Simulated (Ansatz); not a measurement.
# How Fe(100) screens a field, part 2 of 2

Aim: image plane and induced charge of Fe(100).

Ansatz 0.2.0; plane-wave DFT, PBE, Ansatz PAW.

So far. Step 3 (Single point, field 0.05 V/Å): The dipole is 0.0341 e·Å. Step 4 (Atoms held, field -0.05 V/Å): The dipole is -0.0341 e·Å.

**5. Atoms held, field 0.1 V/Å**

input.yaml

```yaml
crystal:
  lattice:
    - [2.87, 0.0, 0.0]
    - [0.0, 2.87, 0.0]
    - [0.0, 0.0, 29.48]
  atoms:
    - { symbol: Fe, position: [0.0, 0.0, 0.3052917232], spin: 2.5 }
    - { symbol: Fe, position: [0.5, 0.5, 0.3539687924], spin: 2.5 }
    - { symbol: Fe, position: [0.0, 0.0, 0.4026458616], spin: 2.5 }
    - { symbol: Fe, position: [0.5, 0.5, 0.4513229308], spin: 2.5 }
    - { symbol: Fe, position: [0.0, 0.0, 0.5], spin: 2.5 }
    - { symbol: Fe, position: [0.5, 0.5, 0.5486770692], spin: 2.5 }
    - { symbol: Fe, position: [0.0, 0.0, 0.5973541384], spin: 2.5 }
    - { symbol: Fe, position: [0.5, 0.5, 0.6460312076], spin: 2.5 }
    - { symbol: Fe, position: [0.0, 0.0, 0.6947082768], spin: 2.5 }
magnetization:
  spin_polarized: true
kpoints:
  mp_grid: { grid: [18, 18, 1] }
hamiltonian:
  xc: pbe
scf:
  occupations: { method: fermi_dirac, width: 0.1 }
  convergence: { dr2_threshold: 1.0e-10 }
efield:
  axis: 3
  dipole_correction: true
  ramp_position: 0.97
  ramp_width: 0.06
  amplitude: 0.1
output:
  forces: true
  write_potential: true
  write_density: true
  volumetric_format: npy
```

Run with:

```bash
$ ansatz run input.yaml --threads 4 --pin off --max-ram 6144MiB --backend cpu --events-out ev --progress --plain --runs-dir out
```

Numbers of over 12 decimals in the logs are rounded to 6 here.

What it wrote:

```text
[...]
Crystal: 9 atoms, lattice volume = 242.824 Å³
Basis set: ecut = 420 eV, 4751 PW (Γ), exchange–correlation on 40×40×400 points (8 copies of the dense FFT grid, shifted against one another)
Bands: 100, of which v1, the nominal top of the filled ones, is band 72 counted from 1 (71 counted from 0)
Symmetry: 8 space group operations
k-points: 55 of 324
[...]
k-point 1 ↑: bands = [... 68 lower, 4.0639, 4.1161, 4.2051, 4.4450, 4.4860, 4.5088, 4.5684, 4.6495, ... 24 higher]
  k-point 2 ↑: bands = [... 68 lower, 4.0780, 4.1514, 4.2643, 4.4477, 4.4924, 4.4979, 4.5343, 4.6326, ... 24 higher]
  k-point 54 ↓: bands = [... 68 lower, 7.5165, 7.5168, 7.5431, 7.5505, 7.5505, 7.5917, 7.6939, 7.6962, ... 24 higher]
[key lines of the parts left out:]
SCF converged after 19 iterations
Magnetization: 22.4198 μB (83.2099 up, 60.7901 down)
Free energy (F): -40321.823794 eV
Fermi energy:    5.705267 eV
Dipole field:    D = 0.050849 V/Å  (p = 0.068236 e·Å, saw-weighted, corrected)
```

It took 5.4 min on 4 threads of Arm Neoverse N1, shared host; peak memory 2 GiB; 21 min of CPU time.

The dipole is 0.0682 e·Å.

**6. Single point, field -0.1 V/Å**

Edit input.yaml of step 5 so:

```diff
@@ -29,3 +29,3 @@
   ramp_width: 0.06
-  amplitude: 0.1
+  amplitude: -0.1
 output:
```

What it wrote:

```text
[...]
Crystal: 9 atoms, lattice volume = 242.824 Å³
Basis set: ecut = 420 eV, 4751 PW (Γ), exchange–correlation on 40×40×400 points (8 copies of the dense FFT grid, shifted against one another)
Bands: 100, of which v1, the nominal top of the filled ones, is band 72 counted from 1 (71 counted from 0)
Symmetry: 8 space group operations
k-points: 55 of 324
[...]
k-point 1 ↑: bands = [... 68 lower, 4.0639, 4.1161, 4.2051, 4.4450, 4.4860, 4.5088, 4.5684, 4.6495, ... 24 higher]
  k-point 2 ↑: bands = [... 68 lower, 4.0780, 4.1514, 4.2643, 4.4477, 4.4924, 4.4979, 4.5343, 4.6326, ... 24 higher]
  k-point 54 ↓: bands = [... 68 lower, 7.5165, 7.5168, 7.5431, 7.5505, 7.5505, 7.5917, 7.6939, 7.6962, ... 24 higher]
[key lines of the parts left out:]
SCF converged after 19 iterations
Magnetization: 22.4198 μB (83.2099 up, 60.7901 down)
Free energy (F): -40321.823794 eV
Fermi energy:    5.705267 eV
Dipole field:    D = -0.050849 V/Å  (p = -0.068235 e·Å, saw-weighted, corrected)
```

Elapsed: 5.5 min, on 4 threads; peak memory 2 GiB.

The dipole is -0.0682 e·Å.

**7. Atoms held, field 0.2 V/Å**

Edit input.yaml of step 6 so:

```diff
@@ -29,3 +29,3 @@
   ramp_width: 0.06
-  amplitude: -0.1
+  amplitude: 0.2
 output:
```

What it wrote:

```text
[...]
Crystal: 9 atoms, lattice volume = 242.824 Å³
Basis set: ecut = 420 eV, 4751 PW (Γ), exchange–correlation on 40×40×400 points (8 copies of the dense FFT grid, shifted against one another)
Bands: 100, of which v1, the nominal top of the filled ones, is band 72 counted from 1 (71 counted from 0)
Symmetry: 8 space group operations
k-points: 55 of 324
[...]
k-point 1 ↑: bands = [... 68 lower, 4.0607, 4.1129, 4.2019, 4.4418, 4.4827, 4.5055, 4.5652, 4.6463, ... 24 higher]
  k-point 2 ↑: bands = [... 68 lower, 4.0747, 4.1482, 4.2611, 4.4445, 4.4892, 4.4946, 4.5311, 4.6293, ... 24 higher]
  k-point 54 ↓: bands = [... 68 lower, 7.5131, 7.5138, 7.5399, 7.5475, 7.5475, 7.5885, 7.6907, 7.6930, ... 24 higher]
[key lines of the parts left out:]
SCF converged after 19 iterations
Magnetization: 22.4195 μB (83.2098 up, 60.7902 down)
Free energy (F): -40321.834031 eV
Fermi energy:    5.702020 eV
Dipole field:    D = 0.101741 V/Å  (p = 0.136530 e·Å, saw-weighted, corrected)
```

Wall time 5.5 min (4 threads); peak memory 2 GiB.

The dipole is 0.137 e·Å.

**8. Atoms held, field -0.2 V/Å**

Edit input.yaml of step 7 so:

```diff
@@ -29,3 +29,3 @@
   ramp_width: 0.06
-  amplitude: 0.2
+  amplitude: -0.2
 output:
```

What it wrote:

```text
[...]
Crystal: 9 atoms, lattice volume = 242.824 Å³
Basis set: ecut = 420 eV, 4751 PW (Γ), exchange–correlation on 40×40×400 points (8 copies of the dense FFT grid, shifted against one another)
Bands: 100, of which v1, the nominal top of the filled ones, is band 72 counted from 1 (71 counted from 0)
Symmetry: 8 space group operations
k-points: 55 of 324
[...]
k-point 1 ↑: bands = [... 68 lower, 4.0607, 4.1129, 4.2019, 4.4418, 4.4827, 4.5055, 4.5652, 4.6463, ... 24 higher]
  k-point 2 ↑: bands = [... 68 lower, 4.0747, 4.1482, 4.2611, 4.4445, 4.4892, 4.4946, 4.5311, 4.6293, ... 24 higher]
  k-point 54 ↓: bands = [... 68 lower, 7.5131, 7.5138, 7.5399, 7.5475, 7.5475, 7.5885, 7.6907, 7.6930, ... 24 higher]
[key lines of the parts left out:]
SCF converged after 20 iterations
Magnetization: 22.4195 μB (83.2098 up, 60.7902 down)
Free energy (F): -40321.834031 eV
Fermi energy:    5.702020 eV
Dipole field:    D = -0.101734 V/Å  (p = -0.136520 e·Å, saw-weighted, corrected)
```

It took 5.6 min on 4 threads; peak memory 2 GiB.

The dipole is -0.137 e·Å.

**9. Atoms held, field 0.4 V/Å**

Edit input.yaml of step 8 so:

```diff
@@ -29,3 +29,3 @@
   ramp_width: 0.06
-  amplitude: -0.2
+  amplitude: 0.4
 output:
@@ -35 +35,2 @@
   volumetric_format: npy
+  elf: true
```

What it wrote:

```text
[...]
Crystal: 9 atoms, lattice volume = 242.824 Å³
Basis set: ecut = 420 eV, 4751 PW (Γ), exchange–correlation on 40×40×400 points (8 copies of the dense FFT grid, shifted against one another)
Bands: 100, of which v1, the nominal top of the filled ones, is band 72 counted from 1 (71 counted from 0)
Symmetry: 8 space group operations
k-points: 55 of 324
[...]
k-point 1 ↑: bands = [... 68 lower, 4.0472, 4.0994, 4.1884, 4.4283, 4.4692, 4.4921, 4.5517, 4.6328, ... 24 higher]
  k-point 2 ↑: bands = [... 68 lower, 4.0612, 4.1348, 4.2476, 4.4309, 4.4757, 4.4812, 4.5176, 4.6159, ... 24 higher]
  k-point 54 ↓: bands = [... 68 lower, 7.4995, 7.5010, 7.5263, 7.5350, 7.5350, 7.5751, 7.6774, 7.6795, ... 24 higher]
[key lines of the parts left out:]
SCF converged after 19 iterations
Magnetization: 22.4184 μB (83.2092 up, 60.7908 down)
Free energy (F): -40321.875021 eV
Fermi energy:    5.688532 eV
Dipole field:    D = 0.203809 V/Å  (p = 0.273497 e·Å, saw-weighted, corrected)
```

Wall time 5.5 min (4 threads); peak memory 2 GiB; 22 min of CPU time.

Running mean over 1.435 Å of the planar mean, with the applied field; the ramp of the sawtooth is left out. The electron's electrostatic potential energy less the Fermi level by z:

| z (Å) | electron's electrostatic potential energy less the Fermi level (eV) |
| --- | --- |
| 4 | 2.61 |
| 5 | 3.00 |
| 6 | 3.35 |
| 7 | 3.28 |
| 8 | -0.863 |
| 9 | -9.03 |
| 10 | -9.58 |
| 11 | -9.50 |
| 12 | -9.45 |
| 13 | -9.40 |
| 14 | -9.39 |
| 15 | -9.40 |
| 16 | -9.39 |
| 17 | -9.42 |
| 18 | -9.47 |
| 19 | -9.53 |
| 20 | -9.59 |
| 21 | -5.66 |
| 22 | 2.59 |
| 23 | 4.11 |
| 24 | 4.60 |
| 25 | 5.00 |
| 26 | 5.40 |

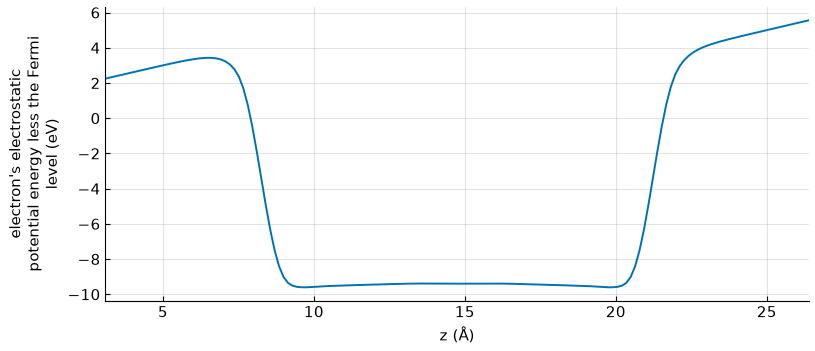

Electron's electrostatic potential energy less the Fermi level against z.

The dipole is 0.273 e·Å.

**10. The response**

This step: plane-wave DFT, PBE, Ansatz PAW; screening of a field by a metal slab (Ansatz 0.2.0).

The dipoles give the slope, and the difference of two potentials shows where the field is screened.

Numbers from this step:

```
equivalent conductor thickness p/(ε₀AE)      : 14.99 Å
distance between the outer atoms             : 11.48 Å
inner field over outer field                 : -9.51e-4
image plane, upper face                      : 1.734 Å
induced electrons on the upper face over ε₀E : -1.002
image plane, lower face                      : 1.734 Å
induced electrons on the lower face over ε₀E : 1.002
```

Table of dipole of the cell by applied field:

| applied field (V/Å) | dipole of the cell (e·Å) |
| --- | --- |
| -0.200 | -0.137 |
| -0.100 | -0.0682 |
| -0.050 | -0.0341 |
| 0.000 | 9.8e-7 |
| 0.050 | 0.0341 |
| 0.100 | 0.0682 |
| 0.200 | 0.137 |
| 0.400 | 0.273 |

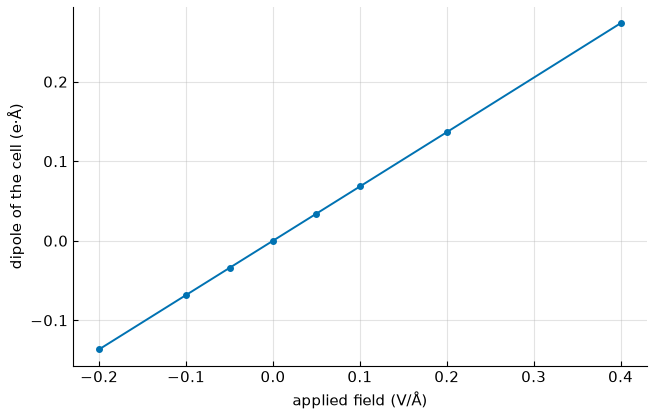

Dipole of the cell, plotted against applied field.

The total moment stays at 22.4 μB for applied field from -0.2 to 0.4 V/Å.

Local field over the applied field, running mean. From the potentials at -0.05 and 0.05 V/Å; running mean over 1.435 Å. Local field over applied field against z:

```
z (Å)  local field over applied field
    6                           0.930
    8                           0.182
   10                        -0.00204
   12                         -8.0e-4
   14                          4.4e-4
   16                         0.00157
   18                         0.00159
   20                         -0.0191
   22                           0.460
   24                           0.970
```

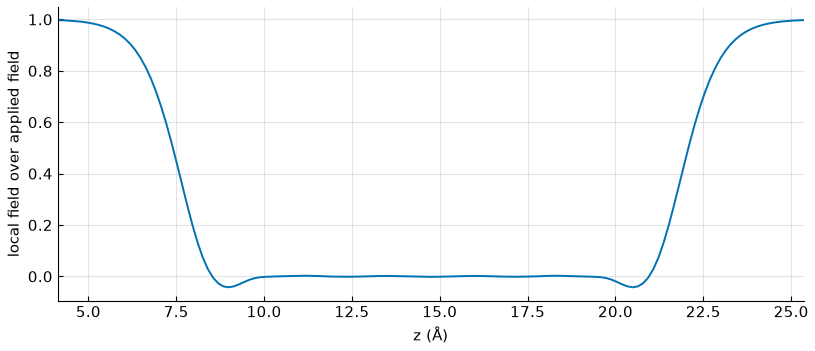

Local field over applied field, plotted against z.

Electrons, planar mean, per unit field. Table of induced electron density by z:

```
z (Å)  induced electron density (e/Å³ per V/Å)
    6                                   5.2e-4
    8                                  0.00352
   10                                   1.0e-4
   12                                   4.0e-5
   14                                   6.7e-5
   16                                   2.0e-5
   18                                  -1.9e-5
   20                                   2.6e-5
   22                                 -0.00336
   24                                  -2.2e-4
```

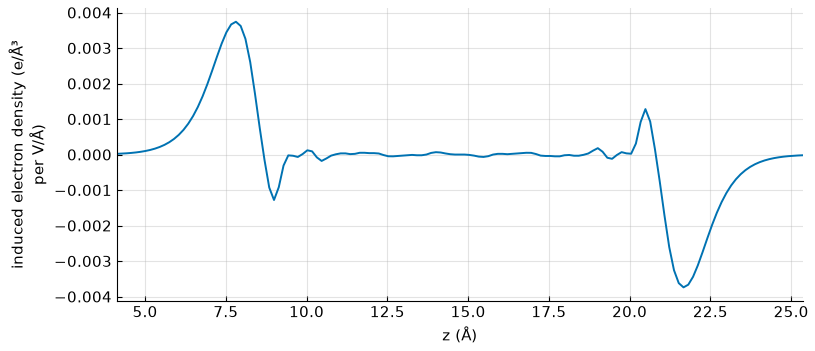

Induced electron density against z.

By hand: between -0.05 and 0.05 V/Å the dipole changes by 0.06823 e·Å, a slope of 0.6823 e·Å²/V. A perfect conductor of thickness t has p = ε₀AEt, so t = 180.95 × 0.6823 / 8.237 = 14.99 Å (e/ε₀ = 180.95 V·Å, A in Å²). Less the 11.48 Å between the outer atoms, and halved, that puts each image plane 1.75 Å out.

The induced dipole is that of a conductor 14.99 Å thick.

**11. A changed input**

This step: plane-wave DFT, PBE, Ansatz PAW (Ansatz 0.2.0).

A run with a changed input: it repeats the earlier run at 0.05 V/Å with scf.algorithm to direct_min.

Edit input.yaml of step 9 so:

```diff
@@ -24,2 +24,3 @@
   convergence: { dr2_threshold: 1.0e-10 }
+  algorithm: direct_min
 efield:
@@ -29,3 +30,3 @@
   ramp_width: 0.06
-  amplitude: 0.4
+  amplitude: 0.05
 output:
@@ -35,2 +36 @@
   volumetric_format: npy
-  elf: true
```

What it wrote:

```text
Engine: ansatz 0.2.0, aarch64-unknown-linux-gnu
Pseudopotentials: kind: paw
Pseudopotential: Fe, paw, valence charge 16, recommended cutoff 420 eV (normal), Fe.paw.azcp
Functional definition: PBE
  parameter kappa = 0.804
  parameter beta = 0.066725
  exchange = pbe_x(kappa = kappa, mu = beta*pi^2/3)
  correlation = pbe_c(beta = beta)
Error: memory limit exceeded: the `scf loop` phase needs 6.62 GiB against the run's memory maximum of 6.00 GiB; largest carriers: free-energy minimisation 5.00 GiB, wavefunctions 0.78 GiB, unmodelled-tail allowance 0.36 GiB, open shells' way back 0.12 GiB, open shells' solve in a pass 0.11 GiB; wavefunction blocks cannot be spilled: direct minimisation (scf.algorithm: direct_min) keeps further sets of wavefunction blocks in memory
with nothing else changed it takes a maximum of at least 6.62 GiB, with nothing to spare, and 7.28 GiB leaves up to a tenth: --max-ram 7.28GiB where that set the maximum, else more of the term that did, and with no share typed, where 7.28 GiB is over 0.88 of the host's memory or its container's limit, a share of 0.88 or more that holds the maximum too (--max-ram-frac F), where one does; The budget is ten elevenths of [...]
```

The job ended after 0.39 s (4 threads; peak memory 0.18 GiB).

The program refused the input before any cycle.

The program's message: “Error: memory limit exceeded: the `scf loop` phase needs 6.62 GiB against the run's memory maximum of 6.00 GiB; largest carriers: free-energy minimisation 5.00 GiB, wavefunctions 0.78 GiB, unmodelled- …”

**12. A changed input: basis.ecutrho_ratio = 12**

Another changed input: it repeats the earlier run at 0.05 V/Å with basis.ecutrho_ratio to 12.

Edit input.yaml of step 11 so:

```diff
@@ -24,3 +24,2 @@
   convergence: { dr2_threshold: 1.0e-10 }
-  algorithm: direct_min
 efield:
@@ -36 +35,3 @@
   volumetric_format: npy
+basis:
+  ecutrho_ratio: 12
```

What it wrote:

```text
[...]
Crystal: 9 atoms, lattice volume = 242.824 Å³
Basis set: ecut = 420 eV, 4751 PW (Γ), exchange–correlation on 72×72×720 points (8 copies of the dense FFT grid, shifted against one another)
Bands: 100, of which v1, the nominal top of the filled ones, is band 72 counted from 1 (71 counted from 0)
Symmetry: 8 space group operations
k-points: 55 of 324
[...]
Starting moments: Σ|m| = 22.5 μB on 9 of 9 sites
[...]
SCF iter   1: F=—  HF=-40321.710126 eV  |F-HF|=—  |Δ(HF+E_count)|=         —  Δρ=6.58e-2 (↑3.61e-2 ↓6.58e-2)  dr2=3.31e1  dr2_m=4.14e0  M=22.508 μB ∫|m|=22.786 μB  β_m=1.00  ethr=3.10e-3  p=0.033 e·Å  D=2.43e-2 V/Å  ΔV_dip=-0.72 eV  dr2_dipole=1.12e-5  V_vac-E_F(+/−)=7.88/7.24 eV  ⟨swp⟩=9.2  Hψ=52051  notcnv=0  defer=378
[...]
SCF iter  19: F=-40321.821038 eV  HF=-40321.821038 eV  |F-HF|=5.09e-11  |Δ(HF+E_count)|=  7.28e-12  Δρ=5.92e-8 (↑5.92e-8 ↓4.37e-8)  dr2=3.79e-11  dr2_m=1.06e-12  M=22.420 μB ∫|m|=23.520 μB  ethr=1.00e-12  p=0.034 e·Å  D=2.54e-2 V/Å  ΔV_dip=-0.75 eV  dr2_dipole=3.88e-13  V_vac-E_F(+/−)=4.15/3.55 eV  ⟨swp⟩=16.0  Hψ=67615  notcnv=0
SCF 1 converged in 19 iterations: F = -40321.821038 eV  dr2 = 3.79e-11
[...]
SCF converged after 19 iterations
Magnetization: 22.4199 μB (83.2099 up, 60.7901 down)
Absolute magnetization: 23.5209 μB (∫|ρ↑−ρ↓|, with the PAW one-centre terms)
[...]
Per-site moments (μB) at R_I (Å): [(2.973680, 1.025266), (2.401505, 1.025266), (2.417173, 1.025266), (2.304161, 1.025266), (2.328769, 1.025266), (2.304039, 1.025266), (2.417302, 1.025266), (2.400972, 1.025266), (2.975391, 1.025266)]
Free energy (F): -40321.821038 eV
[...]
Internal energy: -40321.493720 eV  (E = F + TS)
E sigma→0 (E₀):  -40321.657379 eV
Entropy (-TS):   -0.327319 eV (-36.369 meV/atom)
Fermi energy:    5.706071 eV
Dipole field:    D = 0.025422 V/Å  (p = 0.034114 e·Å, saw-weighted, corrected)
Work function:   not extracted (applied field tilts the vacuum); planar V_es + V_field profile in the machine report
[...]
--- Forces (eV/Å), atoms counted from 1 ---
  atom   1  Fe     0.00000000     0.00000000     0.43059386
  atom   2  Fe     0.00000000     0.00000000    -0.31113752
  atom   3  Fe     0.00000000     0.00000000     0.15268967
  atom   4  Fe     0.00000000     0.00000000     0.05634871
  atom   5  Fe    -0.00000000     0.00000000     0.00049561
  atom   6  Fe    -0.00000000     0.00000000    -0.05689828
  atom   7  Fe    -0.00000000     0.00000000    -0.15232131
  atom   8  Fe     0.00000000     0.00000000     0.31069197
  atom   9  Fe     0.00000000     0.00000000    -0.43046237
  max |Σ_I F_I| component: 3.41e-7 eV/Å
--- Band table (eV; the first three rows and the last of 110) ---
  k-point 0 ↑: bands = [... 68 lower, 4.1068, 4.1068, 4.1831, 4.3307, 4.5053, 4.5995, 4.5995, 4.6642, ... 24 higher]
  k-point 1 ↑: bands = [... 68 lower, 4.0647, 4.1169, 4.2059, 4.4458, 4.4868, 4.5096, 4.5692, 4.6503, ... 24 higher]
  k-point 2 ↑: bands = [... 68 lower, 4.0788, 4.1522, 4.2651, 4.4485, 4.4932, 4.4987, 4.5351, 4.6334, ... 24 higher]
  k-point 54 ↓: bands = [... 68 lower, 7.5173, 7.5175, 7.5439, 7.5512, 7.5512, 7.5925, 7.6947, 7.6970, ... 24 higher]
```

Elapsed: 5.5 min, on 4 threads; peak memory 2.5 GiB.

Numbers from this step:

```yaml
energy_at_zero_smearing: -40321.6574 eV
dipole_along_the_normal: 0.03411 e·Å
```

Force by atom:

```csv
atom,x (eV/Å),y (eV/Å),z (eV/Å),size
Fe1,0.000,0.000,0.431,0.431
Fe2,0.000,0.000,-0.311,0.311
Fe3,0.000,0.000,0.153,0.153
Fe4,0.000,0.000,0.056,0.056
Fe5,0.000,0.000,0.000,0.000
Fe6,0.000,0.000,-0.057,0.057
Fe7,0.000,0.000,-0.152,0.152
Fe8,0.000,0.000,0.311,0.311
Fe9,0.000,0.000,-0.430,0.430
```

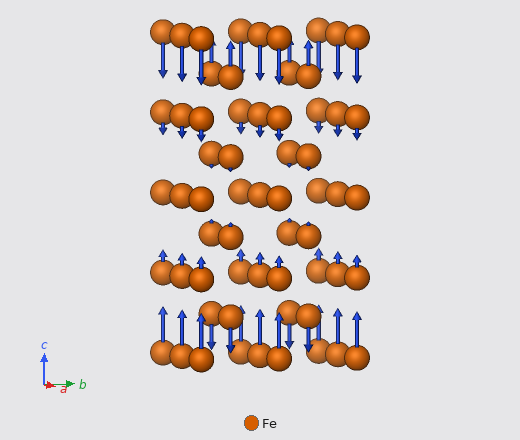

Force as arrows, the longest 0.431 eV/Å. 2×2×1 cells are drawn. Some periodic images of atoms are drawn too.

```csv
quantity,this run,earlier run,difference
dipole along the normal (e·Å),0.03411,0.03411,-3.2e-7
total moment (μB),22.42,22.42,-1.0e-7
```

Nothing in the table moves by 0.01 in its unit (for the dipole 0.5 % and 5e-5 e·Å).

**13. Summary of results**

```json
{
 "work function": "3.87 eV",
 "image plane, upper face": "1.73 Å",
 "induced electrons on the upper face over ε₀E": "-1.00",
 "equivalent conductor thickness p/(ε₀AE)": "15.0 Å",
 "inner field over outer field": "-9.5e-4"
}
```

The induced charge has its centre 1.73 Å outside the outermost atoms; this is the plane from which a capacitor's gap or an image potential counts. The equivalent conductor thickness exceeds the distance between the outer atoms by 3.51 Å, about the sum of the two image-plane distances. In the middle of the slab the field is screened to under 0.5 % of its outer value. The atoms are held at bulk positions with the tabulated experimental lattice constant. The magnetic order is the one reached from the typed start; other orders were not compared.

[Logs are printed without paths, hosts, clocks, repeated set-up lines and the standing remarks that a program may print on its own settings, such as how far it seeks lower states.]

[Hosts, paths, dates, database ids (printed as entryN), source tags and the programs' standing remarks are cut or masked in the printed files.]

[Maps of the electrostatic potential energy from Ansatz leave out the sawtooth potential of an applied field or a dipole correction, so their vacuum need not be flat; planar profiles and work functions include it.]
